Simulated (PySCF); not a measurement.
# CF₂: relaxation and vibrations of the triplet

The task is one start of a wider search on CF₂: the triplet, from a bent start. It is relaxed, tested by its Hessian and followed downhill if it is a saddle.

Computed with PySCF 2.14.0. Level: PBE0, basis C def2-TZVP, F def2-TZVP, no relativity, density fitting.

**1. Where the work starts**

3 atoms, charge 0, spin multiplicity 3.

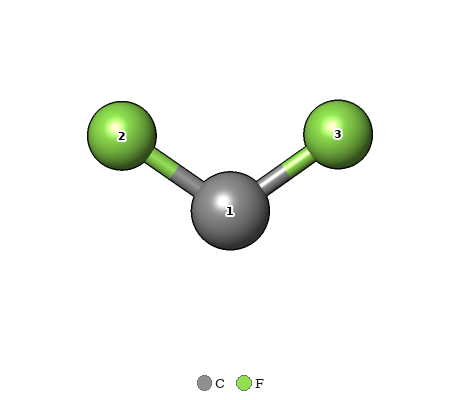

As it starts; carbon grey, fluorine green; atoms are numbered from 1 in the order of the file.

Coordinates in bohr (charge 0 multiplicity 3):
```
C     0.0000    0.0000    0.0000
F     2.1516    0.0000    1.5067
F    -2.1516    0.0000    1.5067
```

**2. The SCF at the typed geometry**

One driver script runs all steps and calls PySCF; scf.py shows how it sets up the SCF of each step. The optimiser is the driver's own. After this first run the driver tries any further starts and a stability analysis.

File scf.py:

```python
from pyscf import gto, scf, dft
mol = gto.M(atom='''
C      0.000000     0.000000     0.000000
F      1.138600     0.000000     0.797300
F     -1.138600     0.000000     0.797300''',
    basis={'C': 'def2-TZVP', 'F': 'def2-TZVP'},
    charge=0, spin=2)
mf = dft.UKS(mol, xc='PBE0')
mf.grids.atom_grid = (50, 194)
aux = {'C': 'def2-universal-JKFIT', 'F': 'def2-universal-JKFIT'}
mf = mf.density_fit(auxbasis=aux)
mf.conv_tol = 1e-08
mf.diis_space = 10
mf.max_cycle = 60
mf.init_guess = 'minao'
mf.verbose = 4
mf.kernel()
```

Started as:

```console
$ OMP_NUM_THREADS=4 python axn.py task.json out
```

The log of the run:

```text
init E= -237.64095314987
[... the frontier-level lines of each cycle are left out ...]
cycle= 1 E= -237.394125040385  delta_E= 0.247  |g|= 0.457  |ddm|= 1.14
cycle= 2 E= -237.233389347916  delta_E= 0.161  |g|= 0.853  |ddm|= 0.641
cycle= 3 E= -237.477551138266  delta_E= -0.244  |g|= 0.0567  |ddm|= 0.359
cycle= 4 E= -237.478777274308  delta_E= -0.00123  |g|= 0.0194  |ddm|= 0.0422
cycle= 5 E= -237.47902332571  delta_E= -0.000246  |g|= 0.00347  |ddm|= 0.0241
cycle= 6 E= -237.479042380308  delta_E= -1.91e-05  |g|= 0.00148  |ddm|= 0.0061
cycle= 7 E= -237.479044862451  delta_E= -2.48e-06  |g|= 0.000337  |ddm|= 0.00244
cycle= 8 E= -237.479044969644  delta_E= -1.07e-07  |g|= 6.28e-05  |ddm|= 0.000506
cycle= 9 E= -237.479044971157  delta_E= -1.51e-09  |g|= 6.87e-06  |ddm|= 3.93e-05
Extra cycle  E= -237.479044971177  delta_E= -1.93e-11  |g|= 5.73e-06  |ddm|= 7.61e-06
converged SCF energy = -237.479044971177  <S^2> = 2.0040511  2S+1 = 3.0026995
```

This step, with its further starts and checks, ran for 3.5 s (4 threads of Arm Neoverse V2, shared host).

The starts that the driver tried:

```csv
start,energy (Eh)
the minimal-basis guess,-237.479045
a thermally smeared density,-237.479045
a smeared PBE density,-237.479045
```

No lower solution of this spin turned up from the other starts or in the test of internal stability.

**3. Relaxation: bent start, triplet**

The program finds C2v symmetry in the start, which this walk keeps. The walk stops when the largest gradient is under 0.0003 Eh/bohr and the energy has settled too.

Edit scf.py of step 2 so:

```diff
@@ -3,3 +3,3 @@
-C      0.000000     0.000000     0.000000
-F      1.138600     0.000000     0.797300
-F     -1.138600     0.000000     0.797300''',
+C      0.000000     0.000000    -0.605936
+F      1.138600     0.000000     0.191364
+F     -1.138600     0.000000     0.191364''',
@@ -15 +14,0 @@
-mf.init_guess = 'minao'
```

Steps of the walk:

```csv
step,energy (Eh),change (kJ/mol),largest symmetric gradient (Eh/bohr)
0,-237.479045,0.00,0.08855
1,-237.488603,-25.10,0.04641
2,-237.491759,-33.38,0.00416
3,-237.491800,-33.49,0.00144
4,-237.491804,-33.50,0.00009
5,-237.491804,-33.50,0.00000
```

The walk took 4.1 s.

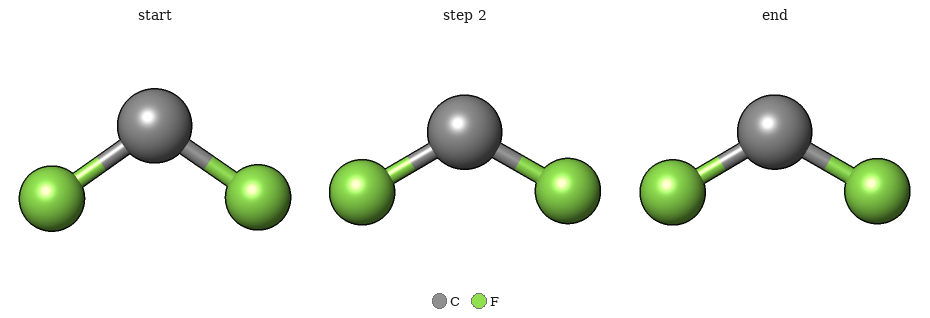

The geometry along the walk, at one scale.

After 5 steps and 33.5 kJ/mol it ends at C2v: C–F 1.309 Å (×2); F–C–F 119.5°.

**4. Is it a minimum? Harmonic modes**

The point is checked on the finer grid, and tightened if its gradient asks for it. The Hessian and the dipole derivatives come from central differences of analytic gradients, with steps of 0.02 bohr.

Edit scf.py of step 3 so:

```diff
@@ -3,3 +3,3 @@
-C      0.000000     0.000000    -0.605936
-F      1.138600     0.000000     0.191364
-F     -1.138600     0.000000     0.191364''',
+C      0.000000     0.000000    -0.501207
+F      1.130195     0.000000     0.158290
+F     -1.130195     0.000000     0.158290''',
@@ -9 +9 @@
-mf.grids.atom_grid = (50, 194)
+mf.grids.atom_grid = (75, 302)
@@ -12 +12 @@
-mf.conv_tol = 1e-08
+mf.conv_tol = 1e-10
```

This SCF starts from the last density.

SCF at the final geometry:

```text
init E= -237.491813281397
[... the frontier-level lines of each cycle are left out ...]
cycle= 1 E= -237.491813281392  delta_E= 4.6e-12  |g|= 6.06e-06  |ddm|= 4.35e-06
Extra cycle  E= -237.491813281377  delta_E= 1.55e-11  |g|= 9.41e-06  |ddm|= 6.12e-06
converged SCF energy = -237.491813281377  <S^2> = 2.0037803  2S+1 = 3.0025191
```

The whole step took 11 s.

Geometry: C2v; C–F 1.309 Å (×2); F–C–F 119.5°.

Modes, for the most abundant isotopes:

```json
{"symmetry": "a1", "ω (cm⁻¹)": "522", "IR (km/mol)": "6.9"}
{"symmetry": "a1", "ω (cm⁻¹)": "1175", "IR (km/mol)": "55.1"}
{"symmetry": "b2", "ω (cm⁻¹)": "1359", "IR (km/mol)": "300"}
```

All wavenumbers are real: a minimum.

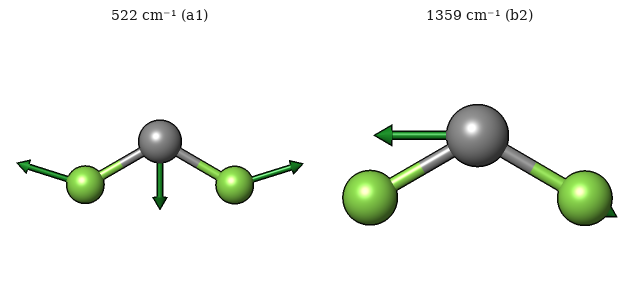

Displacements of 2 of the modes, as arrows (one member where a mode is degenerate).

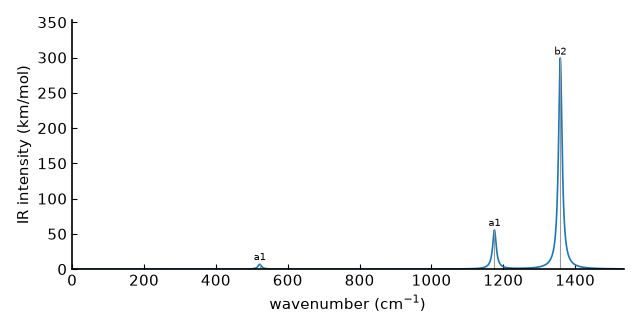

The harmonic infrared spectrum (widths in cm⁻¹). Lines are broadened to a width of 12 cm⁻¹ (Lorentzian).

Constants and moments:

| Item | Value |
| --- | --- |
| Dipole moment | 0.35 D |
| Highest occupied level | -6.14 eV |
| Lowest empty level | -3.63 eV |
| Rotational constants | 4.25, 0.3473, 0.3211 cm⁻¹ |
| Zero-point energy | 18.3 kJ/mol |
| Principal polarisabilities | 10.5, 12.1, 16.0 bohr³ |
| Atomisation energy without zero-point energy | 877 kJ/mol |
| Principal traceless quadrupole moments about the centre of mass | -1.15, 0.23, 0.92 D Å |
| Entropy at 298.15 K and 1 bar (electronic part: spin only) | 250.7 J/(mol K) |
| Heat capacity Cp at 298.15 K | 39.7 J/(mol K) |
| Enthalpy at 298.15 K above 0 K | 10.53 kJ/mol |
| Rotational symmetry number | 2 |
| Spin squared ⟨S²⟩ | 2.004 |

Charges (e) and bond orders:

```tsv
atom	Mulliken	Löwdin	polar tensor	spin (Mulliken)	Mayer order to C1
C1	0.24	-0.42	0.82	1.76	–
F2,3	-0.12	0.21	-0.41	0.12	1.14
```

Mulliken populations on C1: s 3.22, p 2.35, d 0.17, f 0.03.

**5. Outcome**

| quantity | value |
| --- | --- |
| minimum | triplet, C2v |
| geometry | C–F 1.309 Å (×2); F–C–F 119.5° |
| wavenumbers (cm⁻¹) | 522 (a1), 1175 (a1), 1359 (b2) |
| dipole moment | 0.35 D |
| highest occupied, lowest empty level (either spin) | -6.14, -3.63 eV |
| polar-tensor charge of C1 | +0.82 e |
| zero-point energy | 18.3 kJ/mol |
| entropy at 298.15 K | 250.7 J/(mol K) |
| atomisation energy (no zero-point energy) | 877 kJ/mol |
| ⟨S²⟩ | 2.004 |

In words: The bent start keeps its C2v symmetry and ends in a minimum. In the infrared the band at 1359 cm⁻¹ (b2) leads. Most of the spin sits on C1 (Mulliken spin 1.76, against 2 for the whole molecule). Only this shape and spin were tried, so other structures or states may lie lower.

The search up to here took 19 s.
